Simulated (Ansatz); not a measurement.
**Run report: AlNH2Cl2, molecular dynamics (part 4 of 4)**

AlNH2Cl2; RKS r2SCAN-D4/6-31G (Ansatz 0.2.0). It belongs to a series of runs on one base structure; here: dynamics from the last frame of an earlier run.

Geometry of the input (Å):
```
Al 0.0440  -0.0449  -0.0414
Cl 0.0124  -0.4861  2.1029
N  1.6059  0.0104  -0.9183
H  2.5146  -0.0714  -0.4638
H  1.6989  0.2495  -1.8955
Cl -1.8086  0.5109  -1.0573
```

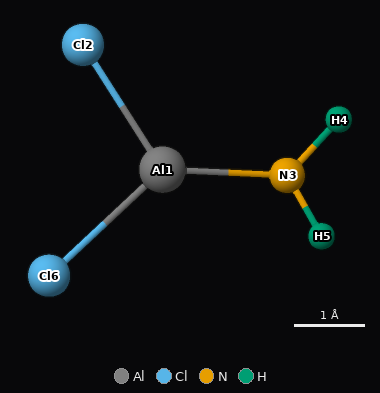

The geometry at step 178 of the log (ball-and-stick view, seen on its broad side; atoms are numbered from 1 in the order of the input).

## Trajectory as extended XYZ, continued
```
6
Properties=species:S:1:pos:R:3:forces:R:3 step=106 time_fs=106.0 energy=-33162.71204 temperature=961.8
Al    0.0813    0.1699    0.0700   -3.2488  -0.1670   0.4030
Cl    0.0994   -0.5906    2.1109   -0.2384   0.2866   0.1349
N     1.5397   -0.0569   -0.7637    3.9650   0.4703  -0.1593
H     2.5462    0.0364   -0.3969   -2.3283  -0.4298  -0.7264
H     1.5233   -0.1208   -1.7624    0.3095   0.0123  -0.7456
Cl   -1.8938    0.4859   -1.2168    1.5410  -0.1724   1.0934
6
Properties=species:S:1:pos:R:3:forces:R:3 step=110 time_fs=110.0 energy=-33162.59112 temperature=735.6
Al    0.1131    0.1872    0.0505   -4.2432  -0.0494   0.9542
Cl    0.0842   -0.5926    2.1025   -0.2009   0.3702  -0.0421
N     1.5642   -0.0484   -0.7457   -0.9797  -0.1136  -3.4585
H     2.4335   -0.1241   -0.3737    3.2489  -0.3340   1.2607
H     1.5271   -0.2096   -1.7525    0.4657   0.2608   0.2043
Cl   -1.9094    0.4785   -1.2017    1.7092  -0.1339   1.0814
6
Properties=species:S:1:pos:R:3:forces:R:3 step=114 time_fs=114.0 energy=-33162.60881 temperature=767.3
Al    0.1214    0.2042    0.0362   -3.6149  -0.1554   0.7715
Cl    0.0681   -0.5930    2.0940   -0.1566   0.4181  -0.1623
N     1.5968   -0.0430   -0.7544    4.0612  -1.3405  -0.2857
H     2.5412   -0.3044   -0.2734   -2.4735   0.8098  -1.3100
H     1.6007   -0.2621   -1.7469    0.4666   0.3428  -0.0276
Cl   -1.9176    0.4705   -1.1819    1.7172  -0.0747   1.0140
6
Properties=species:S:1:pos:R:3:forces:R:3 step=117 time_fs=117.0 energy=-33162.82207 temperature=1155.7
Al    0.1138    0.2164    0.0284   -2.1063  -0.4448  -0.0779
Cl    0.0556   -0.5922    2.0872   -0.1208   0.4339  -0.2304
N     1.6452   -0.0470   -0.7664   -0.3605  -0.2368  -0.3404
H     2.4523   -0.3801   -0.2911    0.7898  -0.0332   0.5895
H     1.7019   -0.2665   -1.7379    0.1516   0.3019  -0.8825
Cl   -1.9189    0.4642   -1.1641    1.6461  -0.0209   0.9418
6
Properties=species:S:1:pos:R:3:forces:R:3 step=121 time_fs=121.0 energy=-33162.86306 temperature=1239.0
Al    0.0940    0.2302    0.0172   -0.3112  -0.8255  -0.8978
Cl    0.0385   -0.5894    2.0772   -0.0724   0.4344  -0.2983
N     1.7048   -0.0538   -0.7892   -0.4049  -0.7861   0.1364
H     2.4480   -0.5033   -0.2244   -0.5041   0.6035  -0.4472
H     1.8529   -0.2231   -1.7954   -0.1199   0.5147   0.7244
Cl   -1.9143    0.4559   -1.1369    1.4125   0.0589   0.7824
6
Properties=species:S:1:pos:R:3:forces:R:3 step=125 time_fs=125.0 energy=-33162.80179 temperature=1126.4
Al    0.0723    0.2394    0.0011    1.0931  -1.0992  -1.2135
Cl    0.0210   -0.5847    2.0659   -0.0336   0.4256  -0.3787
N     1.7544   -0.0666   -0.8106   -1.2799  -0.5958   2.3298
H     2.4422   -0.5643   -0.1833   -0.8515   0.9090  -1.0528
H     1.9920   -0.1087   -1.7868    0.0200   0.2305  -0.2296
Cl   -1.9037    0.4478   -1.1063    1.0519   0.1300   0.5449
6
Properties=species:S:1:pos:R:3:forces:R:3 step=129 time_fs=129.0 energy=-33162.74509 temperature=1014.0
Al    0.0565    0.2423   -0.0217    1.9897  -1.2306  -1.0616
Cl    0.0034   -0.5782    2.0530   -0.0066   0.4083  -0.4635
N     1.7853   -0.0815   -0.8158   -3.8073   1.4639  -0.5087
H     2.3899   -0.5530   -0.2167    1.5959  -0.9091   1.1820
H     2.1228    0.0439   -1.7735   -0.3630   0.0725   0.6148
Cl   -1.8886    0.4402   -1.0734    0.5914   0.1951   0.2370
6
Properties=species:S:1:pos:R:3:forces:R:3 step=133 time_fs=133.0 energy=-33162.71579 temperature=973.8
Al    0.0520    0.2382   -0.0504    2.4915  -1.3230  -0.4565
Cl   -0.0142   -0.5699    2.0380    0.0095   0.3836  -0.5311
N     1.7809   -0.0857   -0.8186   -0.5671  -0.7264   2.5978
H     2.4838   -0.6068   -0.1605   -1.7281   1.4269  -1.6752
H     2.2084    0.2094   -1.6923   -0.2780  -0.0174   0.1724
Cl   -1.8708    0.4335   -1.0394    0.0722   0.2563  -0.1074
6
Properties=species:S:1:pos:R:3:forces:R:3 step=136 time_fs=136.0 energy=-33162.82618 temperature=1173.6
Al    0.0577    0.2302   -0.0738    2.4442  -1.3442   0.0550
Cl   -0.0274   -0.5626    2.0253    0.0203   0.3643  -0.5545
N     1.7705   -0.0918   -0.8052   -3.0113   1.9345  -0.8392
H     2.4265   -0.5368   -0.2466    1.4422  -1.1644   1.6149
H     2.2402    0.3313   -1.6062   -0.6275  -0.0956   0.0599
Cl   -1.8572    0.4292   -1.0141   -0.2680   0.3054  -0.3361
6
Properties=species:S:1:pos:R:3:forces:R:3 step=140 time_fs=140.0 energy=-33162.89864 temperature=1314.4
Al    0.0772    0.2129   -0.1043    1.4997  -1.2745   0.9801
Cl   -0.0449   -0.5514    2.0063    0.0405   0.3129  -0.5224
N     1.7329   -0.0844   -0.7914    0.8304   0.1412   1.1856
H     2.4808   -0.5556   -0.2034   -1.4906   0.6392  -0.7654
H     2.2056    0.4804   -1.4906   -0.2837  -0.1777  -0.3191
Cl   -1.8402    0.4246   -0.9818   -0.5963   0.3590  -0.5588
6
Properties=species:S:1:pos:R:3:forces:R:3 step=144 time_fs=144.0 energy=-33162.88859 temperature=1284.2
Al    0.1047    0.1883   -0.1293   -0.4936  -1.0456   1.8354
Cl   -0.0623   -0.5389    1.9850    0.0818   0.2342  -0.4092
N     1.6980   -0.0706   -0.7708    1.3715   0.9103  -0.2221
H     2.4084   -0.5385   -0.2005   -0.3026   0.0893  -0.3092
H     2.1239    0.5960   -1.4147    0.0614  -0.5868  -0.2286
Cl   -1.8256    0.4216   -0.9519   -0.7185   0.3986  -0.6663
6
Properties=species:S:1:pos:R:3:forces:R:3 step=148 time_fs=148.0 energy=-33162.73270 temperature=982.4
Al    0.1293    0.1578   -0.1439   -2.6720  -0.7147   2.4718
Cl   -0.0792   -0.5254    1.9619    0.1287   0.1112  -0.1932
N     1.6742   -0.0449   -0.7549    1.8377   0.6848  -0.8744
H     2.3414   -0.5452   -0.2032    0.7117  -0.2736   0.0092
H     2.0578    0.6336   -1.3832    0.7315  -0.2227  -0.6925
Cl   -1.8142    0.4204   -0.9248   -0.7376   0.4150  -0.7209
6
Properties=species:S:1:pos:R:3:forces:R:3 step=152 time_fs=152.0 energy=-33162.68690 temperature=911.1
Al    0.1393    0.1232   -0.1446   -3.2233  -0.4202   2.3929
Cl   -0.0957   -0.5115    1.9381    0.1558  -0.0696   0.1931
N     1.6710   -0.0108   -0.7502    4.7367  -0.4642  -0.4959
H     2.3791   -0.5880   -0.1985   -1.0824   1.2432  -1.3263
H     2.0851    0.6188   -1.4368    0.2288  -0.7055   0.0323
Cl   -1.8060    0.4209   -0.9009   -0.8156   0.4163  -0.7961
6
Properties=species:S:1:pos:R:3:forces:R:3 step=155 time_fs=155.0 energy=-33162.77138 temperature=1086.0
Al    0.1352    0.0955   -0.1363   -1.7961  -0.1950   1.4060
Cl   -0.1075   -0.5012    1.9207    0.1649  -0.2300   0.6201
N     1.6988    0.0128   -0.7506    0.0468   2.3784  -2.9029
H     2.3339   -0.5268   -0.3026    2.7481  -2.1277   1.8018
H     2.1374    0.5513   -1.4894   -0.2358  -0.2494  -0.0499
Cl   -1.8021    0.4225   -0.8852   -0.9279   0.4236  -0.8751
6
Properties=species:S:1:pos:R:3:forces:R:3 step=159 time_fs=159.0 energy=-33162.85497 temperature=1238.3
Al    0.1218    0.0577   -0.1188    0.6516   0.0519  -0.1161
Cl   -0.1228   -0.4884    1.9001    0.1484  -0.4638   1.3793
N     1.7451    0.0565   -0.7694    2.3338  -1.9108   0.8216
H     2.4803   -0.5962   -0.3057   -1.7418   1.5999  -0.7714
H     2.1863    0.4432   -1.5865   -0.3038   0.2863  -0.3346
Cl   -1.8006    0.4262   -0.8677   -1.0884   0.4365  -0.9788
6
Properties=species:S:1:pos:R:3:forces:R:3 step=163 time_fs=163.0 energy=-33162.80553 temperature=1127.2
Al    0.1118    0.0204   -0.1020    2.3276   0.4550  -1.6680
Cl   -0.1373   -0.4776    1.8856    0.1225  -0.6590   2.1670
N     1.8104    0.0863   -0.7857   -1.6161   0.3557  -1.1324
H     2.4719   -0.5140   -0.3614    1.0002  -0.6117   0.8788
H     2.1786    0.3693   -1.7088   -0.7693   0.0372   0.7647
Cl   -1.8038    0.4318   -0.8544   -1.0647   0.4229  -1.0102
6
Properties=species:S:1:pos:R:3:forces:R:3 step=167 time_fs=167.0 energy=-33162.68257 temperature=893.9
Al    0.1146   -0.0145   -0.0944    2.8577   0.6946  -2.4236
Cl   -0.1514   -0.4696    1.8803    0.0927  -0.7396   2.6249
N     1.8608    0.1161   -0.8090   -1.9704  -1.3847   2.0395
H     2.5626   -0.4757   -0.3197   -0.4420   0.8419  -0.5837
H     2.0774    0.3092   -1.7612    0.2656   0.2361  -0.7134
Cl   -1.8115    0.4393   -0.8455   -0.8036   0.3517  -0.9437
6
Properties=species:S:1:pos:R:3:forces:R:3 step=170 time_fs=170.0 energy=-33162.57324 temperature=695.7
Al    0.1272   -0.0381   -0.0974    2.6390   0.7652  -2.4045
Cl   -0.1616   -0.4657    1.8837    0.0921  -0.7014   2.5704
N     1.8815    0.1330   -0.8181   -1.1112  -1.5725   1.0996
H     2.6492   -0.4224   -0.2981   -1.4614   1.4315  -1.4656
H     2.0128    0.2835   -1.8350    0.3081  -0.1822   1.0404
Cl   -1.8196    0.4459   -0.8415   -0.4666   0.2594  -0.8404
6
Properties=species:S:1:pos:R:3:forces:R:3 step=174 time_fs=174.0 energy=-33162.69682 temperature=936.4
Al    0.1569   -0.0657   -0.1132    1.9296   0.8335  -1.7201
Cl   -0.1750   -0.4632    1.8979    0.1532  -0.5580   1.9569
N     1.8915    0.1442   -0.8230   -4.9628   0.3666  -0.5833
H     2.6657   -0.2229   -0.3951    2.4665  -0.9749   1.4125
H     1.9686    0.2353   -1.8202    0.3205   0.2477  -0.3899
Cl   -1.8320    0.4556   -0.8394    0.0931   0.0851  -0.6760
6
Properties=species:S:1:pos:R:3:forces:R:3 step=178 time_fs=178.0 energy=-33162.77544 temperature=1084.3
Al    0.1972   -0.0886   -0.1385    0.4172   0.7170  -0.4568
Cl   -0.1876   -0.4630    1.9204    0.2953  -0.3756   1.0312
N     1.8635    0.1534   -0.8276    1.3631  -1.0842   0.4533
H     2.8387   -0.0785   -0.3964   -2.7282   0.6063  -0.7027
H     1.9718    0.2163   -1.8417    0.0276   0.2321   0.1889
Cl   -1.8440    0.4657   -0.8401    0.6249  -0.0956  -0.5140
6
Properties=species:S:1:pos:R:3:forces:R:3 step=182 time_fs=182.0 energy=-33162.81371 temperature=1153.1
Al    0.2397   -0.1074   -0.1665   -1.5165   0.6113   0.7805
Cl   -0.1989   -0.4645    1.9474    0.4687  -0.2346   0.1485
N     1.8414    0.1530   -0.8301   -1.5614  -0.0702  -2.7764
H     2.7286    0.1258   -0.4457    1.9115  -0.1502   1.6062
H     1.9766    0.2336   -1.8517   -0.3570   0.1099   0.6267
Cl   -1.8534    0.4754   -0.8432    1.0546  -0.2662  -0.3856
6
Properties=species:S:1:pos:R:3:forces:R:3 step=186 time_fs=186.0 energy=-33162.67382 temperature=882.4
Al    0.2734   -0.1229   -0.1900   -3.5914   0.2971   1.9918
Cl   -0.2081   -0.4671    1.9752    0.6262  -0.1341  -0.5000
N     1.8144    0.1503   -0.8529    3.1198   0.5999   0.8521
H     2.7270    0.3252   -0.3388   -1.7956  -0.5435  -0.7800
H     1.9472    0.2728   -1.8248    0.3423   0.1663  -1.2700
Cl   -1.8582    0.4840   -0.8479    1.2987  -0.3856  -0.2939
6
Properties=species:S:1:pos:R:3:forces:R:3 step=189 time_fs=189.0 energy=-33162.56503 temperature=673.5
Al    0.2861   -0.1332   -0.2007   -4.3508   0.1416   2.2794
Cl   -0.2134   -0.4694    1.9948    0.7079  -0.0874  -0.8065
N     1.8094    0.1520   -0.8693    3.1434   1.2945  -1.7095
H     2.6385    0.4305   -0.2845   -1.0441  -0.6520  -1.1067
H     1.9477    0.3149   -1.8989    0.1723  -0.2562   1.5867
Cl   -1.8582    0.4893   -0.8523    1.3712  -0.4405  -0.2434
6
Properties=species:S:1:pos:R:3:forces:R:3 step=193 time_fs=193.0 energy=-33162.52870 temperature=601.6
Al    0.2818   -0.1462   -0.2038   -3.5534   0.1998   1.7734
Cl   -0.2176   -0.4728    2.0177    0.7658  -0.0498  -1.0418
N     1.8242    0.1628   -0.9075   -1.0633  -0.3417   0.3393
H     2.4811    0.5261   -0.2827    1.8838   0.4409   0.8156
H     1.9789    0.3455   -1.8530    0.6411   0.2227  -1.6936
Cl   -1.8529    0.4947   -0.8591    1.3261  -0.4719  -0.1928
6
Properties=species:S:1:pos:R:3:forces:R:3 step=197 time_fs=197.0 energy=-33162.54663 temperature=641.9
Al    0.2575   -0.1579   -0.1970   -1.9147   0.5506   0.9714
Cl   -0.2185   -0.4764    2.0362    0.7544  -0.0457  -1.1092
N     1.8354    0.1752   -0.9449    1.3122   1.5654   0.6644
H     2.5158    0.6327   -0.2452   -0.9266  -1.1694  -1.6719
H     2.0851    0.3882   -1.9359   -0.3477  -0.4410   1.3253
Cl   -1.8419    0.4981   -0.8667    1.1224  -0.4600  -0.1801
6
Properties=species:S:1:pos:R:3:forces:R:3 step=201 time_fs=201.0 energy=-33162.56344 temperature=672.2
Al    0.2224   -0.1665   -0.1846   -0.1074   0.8864   0.1889
Cl   -0.2162   -0.4803    2.0499    0.7017  -0.0543  -1.0913
N     1.8539    0.1999   -0.9741   -2.8788  -0.8190  -0.2154
H     2.4901    0.6133   -0.3758    1.9708   0.7537   1.8764
H     2.1544    0.3803   -1.9154   -0.5118  -0.3608  -0.5418
Cl   -1.8261    0.4995   -0.8752    0.8254  -0.4060  -0.2168
6
Properties=species:S:1:pos:R:3:forces:R:3 step=205 time_fs=205.0 energy=-33162.57332 temperature=686.1
Al    0.1864   -0.1701   -0.1709    1.1834   1.0756  -0.0904
Cl   -0.2108   -0.4843    2.0588    0.6277  -0.0615  -1.0075
N     1.8511    0.2220   -0.9967   -0.1773   0.5808   2.3403
H     2.6204    0.6194   -0.3651   -1.4670  -1.0315  -1.0144
H     2.1550    0.3178   -1.9630   -0.5993  -0.2604   0.0795
Cl   -1.8067    0.4992   -0.8846    0.4324  -0.3030  -0.3075
6
Properties=species:S:1:pos:R:3:forces:R:3 step=208 time_fs=208.0 energy=-33162.59247 temperature=725.5
Al    0.1635   -0.1688   -0.1608    1.7675   1.0656  -0.1320
Cl   -0.2049   -0.4876    2.0626    0.5671  -0.0642  -0.9198
N     1.8431    0.2404   -0.9975   -1.1408  -0.2942  -0.3547
H     2.6291    0.5505   -0.4084   -0.4452  -0.4011  -0.3305
H     2.1078    0.2512   -2.0340   -0.8684  -0.1004   2.1369
Cl   -1.7909    0.4980   -0.8925    0.1198  -0.2057  -0.3999
6
Properties=species:S:1:pos:R:3:forces:R:3 step=212 time_fs=212.0 energy=-33162.66998 temperature=879.1
Al    0.1418   -0.1617   -0.1480    2.1816   1.0142   0.0983
Cl   -0.1950   -0.4921    2.0642    0.4922  -0.0692  -0.7992
N     1.8152    0.2607   -0.9979   -3.3092  -0.7288   3.3913
H     2.6440    0.4215   -0.4655    0.5373  -0.0003   0.3642
H     1.9540    0.1495   -1.9456    0.3592  -0.1403  -2.5274
Cl   -1.7694    0.4958   -0.9046   -0.2610  -0.0755  -0.5272
6
Properties=species:S:1:pos:R:3:forces:R:3 step=216 time_fs=216.0 energy=-33162.73114 temperature=1001.3
Al    0.1323   -0.1490   -0.1345    1.8320   0.7898   0.5423
Cl   -0.1829   -0.4970    2.0624    0.4216  -0.0696  -0.6484
N     1.7566    0.2714   -0.9755   -0.1831  -1.3491  -0.4431
H     2.6996    0.2952   -0.4885   -1.6779  -0.1117  -0.9174
H     1.8237    0.0488   -2.0243    0.1390   0.7185   2.0876
Cl   -1.7490    0.4931   -0.9190   -0.5316   0.0222  -0.6210
6
Properties=species:S:1:pos:R:3:forces:R:3 step=220 time_fs=220.0 energy=-33162.85937 temperature=1241.9
Al    0.1331   -0.1317   -0.1178    0.8530   0.6280   1.0536
Cl   -0.1689   -0.5022    2.0577    0.3717  -0.0864  -0.4888
N     1.6895    0.2687   -0.9526   -2.1860  -0.8671   0.5817
H     2.5924    0.1526   -0.5991    1.6758   0.0497   1.1905
H     1.7157    0.0368   -1.9121   -0.0690   0.2221  -1.6997
Cl   -1.7308    0.4906   -0.9361   -0.6455   0.0537  -0.6374
6
Properties=species:S:1:pos:R:3:forces:R:3 step=223 time_fs=223.0 energy=-33162.90956 temperature=1330.5
Al    0.1370   -0.1163   -0.1015   -0.4879   0.3242   1.5926
Cl   -0.1574   -0.5063    2.0528    0.3358  -0.1016  -0.3102
N     1.6283    0.2590   -0.9336    2.1448  -1.3440   0.1781
H     2.6016    0.0559   -0.6032   -1.2859   0.5669   0.0266
H     1.6311    0.0643   -1.9195   -0.0444   0.4925  -0.8822
Cl   -1.7191    0.4888   -0.9507   -0.6625   0.0620  -0.6049
6
Properties=species:S:1:pos:R:3:forces:R:3 step=227 time_fs=227.0 energy=-33162.87271 temperature=1267.4
Al    0.1390   -0.0944   -0.0717   -2.2127   0.0467   1.9331
Cl   -0.1408   -0.5122    2.0451    0.2781  -0.1544   0.0600
N     1.5655    0.2338   -0.9125    1.6127  -0.7593  -3.6927
H     2.4859   -0.0031   -0.5979    0.6762   0.2160   0.1623
H     1.5184    0.1670   -1.9833    0.2918   0.5924   2.0596
Cl   -1.7058    0.4867   -0.9725   -0.6460   0.0587  -0.5222
6
Properties=species:S:1:pos:R:3:forces:R:3 step=231 time_fs=231.0 energy=-33162.93117 temperature=1386.1
Al    0.1291   -0.0721   -0.0312   -2.4508   0.0185   1.4444
Cl   -0.1229   -0.5187    2.0378    0.1917  -0.2684   0.6352
N     1.5214    0.1997   -0.9213    2.4044  -0.7909   1.4619
H     2.4448   -0.0254   -0.5738    0.1486   0.2900  -0.4236
H     1.4446    0.3628   -1.8664    0.3533   0.6686  -2.6851
Cl   -1.6955    0.4849   -0.9965   -0.6472   0.0821  -0.4329
6
Properties=species:S:1:pos:R:3:forces:R:3 step=235 time_fs=235.0 energy=-33162.94030 temperature=1403.7
Al    0.1056   -0.0495    0.0170   -1.4726   0.2145  -0.2092
Cl   -0.1043   -0.5265    2.0334    0.0662  -0.4573   1.4514
N     1.5005    0.1611   -0.9314    1.9735   1.2054  -2.8126
H     2.4540   -0.0128   -0.6001   -0.3542   0.1939  -0.6071
H     1.4332    0.6088   -1.9228    0.4563  -1.2791   2.5151
Cl   -1.6879    0.4834   -1.0224   -0.6693   0.1226  -0.3375
6
Properties=species:S:1:pos:R:3:forces:R:3 step=239 time_fs=239.0 energy=-33162.92663 temperature=1373.2
Al    0.0742   -0.0257    0.0639    0.2852   0.4517  -2.1555
Cl   -0.0854   -0.5363    2.0353   -0.0415  -0.6732   2.2360
N     1.4984    0.1322   -0.9637    0.0740  -0.5736   1.9644
H     2.4504    0.0195   -0.6972    0.7639  -0.5229   0.4390
H     1.4779    0.7191   -1.7337   -0.4212   1.1661  -2.2447
Cl   -1.6832    0.4824   -1.0498   -0.6604   0.1518  -0.2392
6
Properties=species:S:1:pos:R:3:forces:R:3 step=242 time_fs=242.0 energy=-33162.82528 temperature=1170.1
Al    0.0510   -0.0063    0.0917    1.0867   0.5466  -3.0075
Cl   -0.0712   -0.5455    2.0428   -0.0948  -0.7888   2.5676
N     1.4985    0.1108   -0.9820    1.4363   1.0955   0.6435
H     2.5117   -0.0003   -0.7383   -1.3871  -0.3571   0.0041
H     1.4828    0.8487   -1.7011   -0.3934  -0.6652  -0.0333
Cl   -1.6816    0.4821   -1.0711   -0.6477   0.1690  -0.1744
6
Properties=species:S:1:pos:R:3:forces:R:3 step=246 time_fs=246.0 energy=-33162.72996 temperature=992.1
Al    0.0257    0.0224    0.1136    1.7564   0.4093  -3.3352
Cl   -0.0528   -0.5608    2.0626   -0.1112  -0.7536   2.3860
N     1.5076    0.0937   -1.0002   -1.9809   2.2634   0.0158
H     2.4622   -0.0756   -0.7832    0.8891  -0.4505   0.3516
H     1.4447    0.9222   -1.6672    0.0729  -1.6663   0.6790
Cl   -1.6820    0.4824   -1.1000   -0.6263   0.1977  -0.0972
6
Properties=species:S:1:pos:R:3:forces:R:3 step=250 time_fs=250.0 energy=-33162.74324 temperature=1019.1
Al    0.0102    0.0532    0.1170    1.9099  -0.0254  -2.6017
Cl   -0.0348   -0.5792    2.0925   -0.1000  -0.4981   1.5596
N     1.5021    0.0931   -1.0113   -0.6627  -1.7179   3.5419
H     2.4640   -0.2057   -0.7938   -0.8349   0.3323  -0.2627
H     1.4091    0.8455   -1.6112    0.3007   1.6770  -2.1999
Cl   -1.6850    0.4835   -1.1294   -0.6130   0.2321  -0.0372
```

## Key numbers

```csv
quantity,value
outcome,finished
mean temperature over the second half,1030 K
trajectory,"250 steps, 250 fs"
ensemble,nve
temperature in the input,2000.0 K
time step,1.0 fs
potential energy (last step),−33162.7432 eV
mean-field energy (last step),−33162.7097 eV
largest force (length of the vector) (last step),3.992 eV/Å
hardware,"1 thread of Arm Neoverse V1, 24 GiB of memory available, shared host"
wall time,18 min
peak memory,0.12 GiB
```

## Remarks

So short a trajectory is not equilibrated.
